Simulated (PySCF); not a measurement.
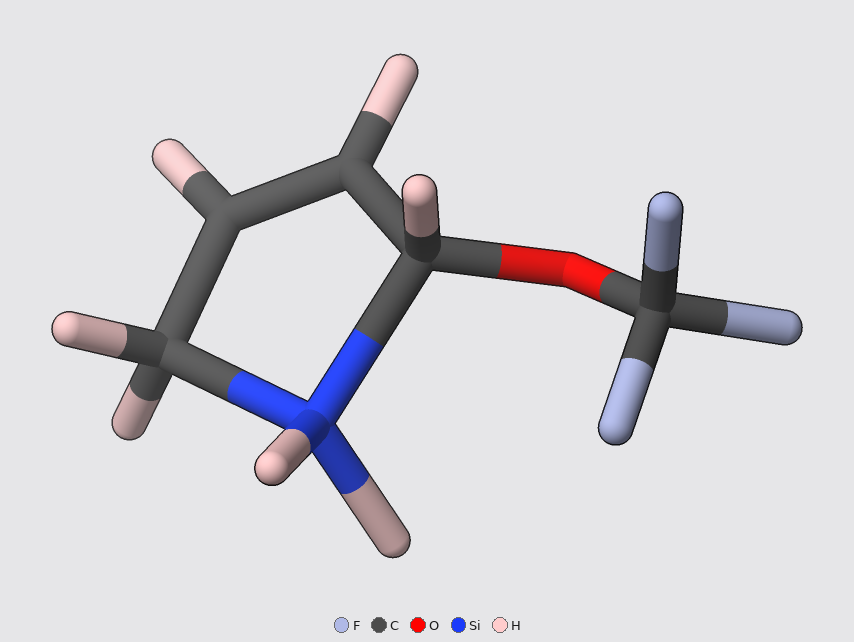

Rendered structure (stick style). Every bond is drawn as one stick, whatever its order.

Computed geometry: PBE0-D3(BJ)/def2-SVP optimisation. No frequency run is at hand to confirm it as a minimum.

What does the picture show?

It has 17 atoms: 5 carbon, 7 hydrogen, 3 fluorine, 1 oxygen and 1 silicon (C₅H₇F₃OSi). Its SMILES string is `FC(F)(F)O[C@H]1C=CC[SiH2]1`. Independent rings (smallest set): 1 of 5 members. Among its groups: ether, alkene, C–F bond, Si–H bond. The point group is C1. Coordination, clear cases only: 3 C tetrahedral; 1 O bent; 2 C trigonal planar.

The parts below concern this one geometry. Atoms keep their numbers from picture to picture.

**Shape**

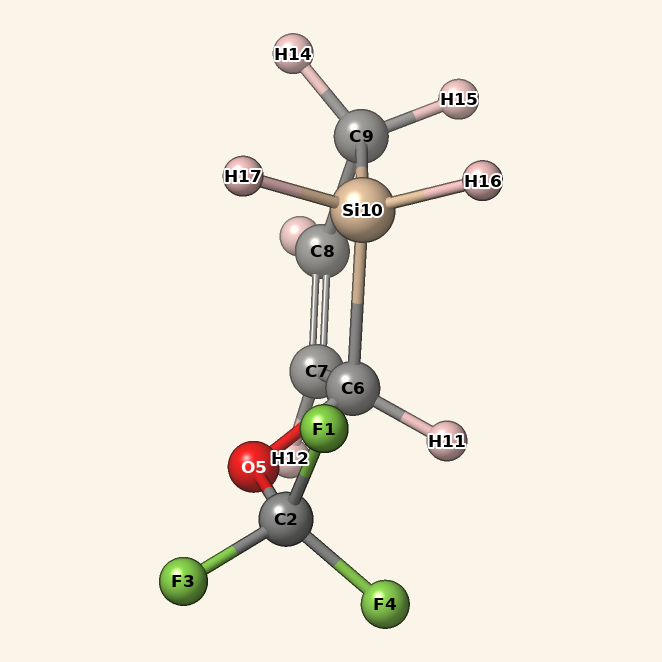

C7 lies behind C6. The molecule seen a little off the C6–C7 bond, C6 in front. Atoms fade into the background with distance from the viewer. No frequency run is at hand to confirm it as a minimum.

What is the torsion angle Si10–C6–C7–C8? The sign is positive where the front bond must turn clockwise to cover the back bond.

Answer. 11°, synperiplanar (eclipsed).

**Bond orders**

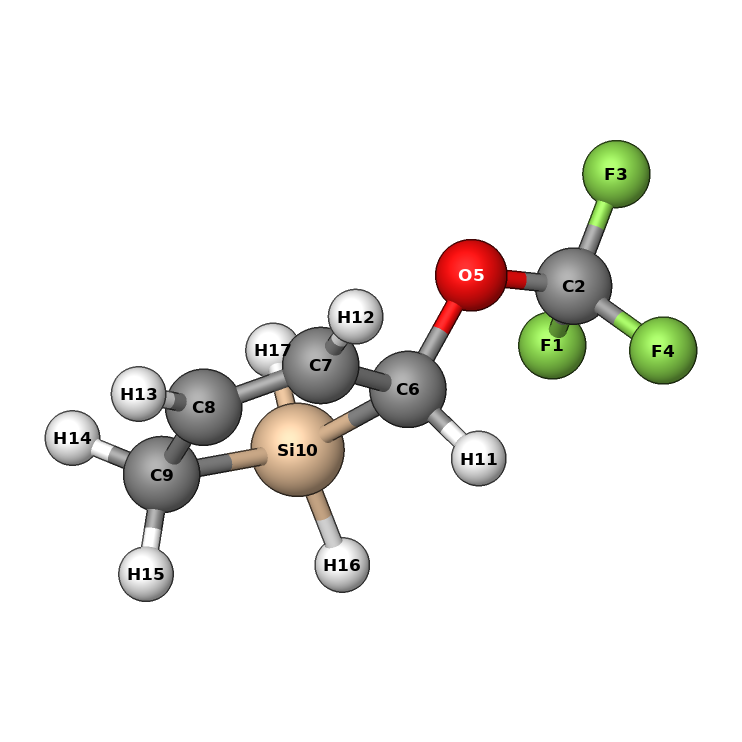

Every bond is drawn as one stick. No frequency run is at hand to confirm it as a minimum. Method: PBE0/pcSseg-1 in chloroform (IEF-PCM) (PySCF 2.14.0).

Which bond between heavy atoms has the highest Mayer bond order?

Answer. C7–C8, 1.89, at a length of 1.340 Å.

List the Mayer bond orders of F1–C2, C2–F3, C2–F4, C2–O5, O5–C6, C6–C7, C6–Si10, C7–C8, C8–C9, C9–Si10 (bonds between heavy atoms, one of each equivalent set).

```csv
bond,Mayer order,length (Å)
F1–C2,0.97,1.346
C2–F3,1.07,1.319
C2–F4,1.00,1.339
C2–O5,1.13,1.330
O5–C6,0.77,1.442
C6–C7,1.03,1.498
C6–Si10,0.83,1.927
C7–C8,1.89,1.340
C8–C9,1.03,1.505
C9–Si10,0.91,1.899
```

**NMR shielding**

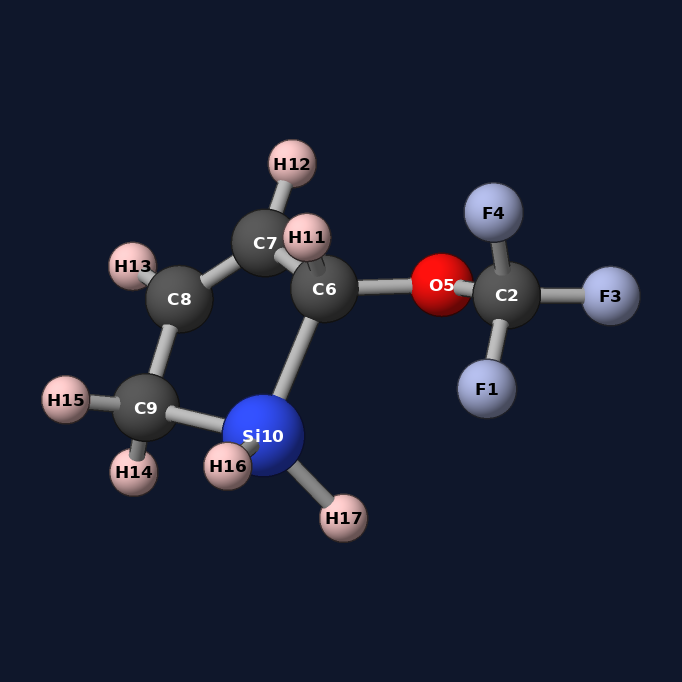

No frequency run is at hand to confirm it as a minimum. Level of theory: GIAO PBE0/pcSseg-1 NMR shielding, non-relativistic, gas phase (PySCF 2.14.0). Principal shieldings σ11 ≤ σ22 ≤ σ33, span Ω = σ33 − σ11, skew κ = 3(σiso − σ22)/Ω.

Give the shielding tensors of the F atoms.

| atom | σ11 | σ22 | σ33 | σiso | Ω | κ |
| --- | --- | --- | --- | --- | --- | --- |
| F1 | 166.9 | 227.2 | 361.7 | 252.0 | 194.8 | 0.38 |
| F3 | 182.5 | 217.4 | 353.2 | 251.1 | 170.7 | 0.59 |
| F4 | 167.3 | 236.9 | 367.3 | 257.2 | 200.0 | 0.30 |

Shieldings and span in ppm.

**Levels of theory compared**

No frequency run is at hand to confirm it as a minimum. Program: PySCF 2.14.0.

Tabulate dipole (D), HOMO–LUMO gap (eV), HOMO energy (eV) at these levels: CAM-B3LYP/def2-SVPD; PBE0/pcSseg-1; PBE0/pcSseg-1 in chloroform (IEF-PCM); ωB97X-D/pcSseg-1.

```csv
level,dipole (D),HOMO–LUMO gap (eV),HOMO energy (eV)
CAM-B3LYP/def2-SVPD,3.23,9.83,−8.98
PBE0/pcSseg-1,3.08,7.41,−7.64
PBE0/pcSseg-1 in chloroform (IEF-PCM),3.59,7.42,−7.47
ωB97X-D/pcSseg-1,3.12,11.09,−9.49
```

**Ring current**

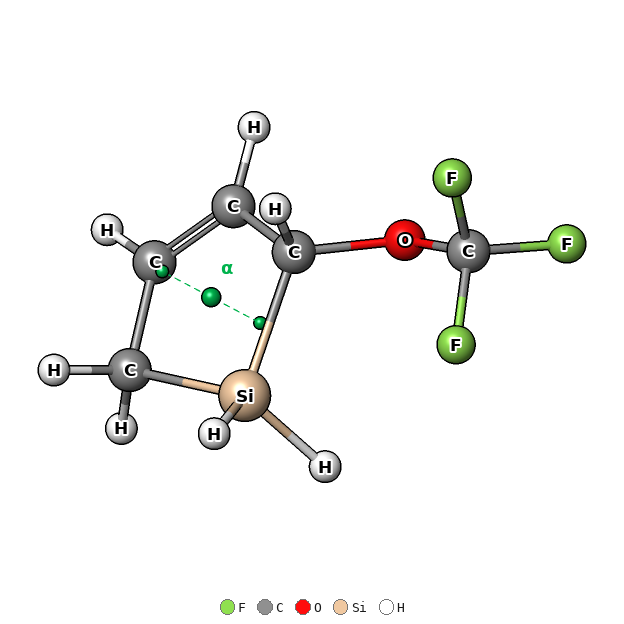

The small points mark where nucleus-independent chemical shifts (NICS) were computed: at the centre of each lettered ring and 1 Å above and below it. No frequency run is at hand to confirm it as a minimum. Method: GIAO ωB97X-D/pcSseg-1 NMR shielding, non-relativistic, gas phase (PySCF 2.14.0).

Give NICS(0), NICS(1) and the out-of-plane component NICS(1)zz for each ring (means of the two sides).

```
ring  members  NICS(0)  NICS(1)  NICS(1)zz
   α     C4Si     −2.1     −3.3       −1.3
```

Values in ppm.

What do the values say about the ring currents?

Answer. Ring α: weak, as in a non-aromatic ring. NICS is one index among several.
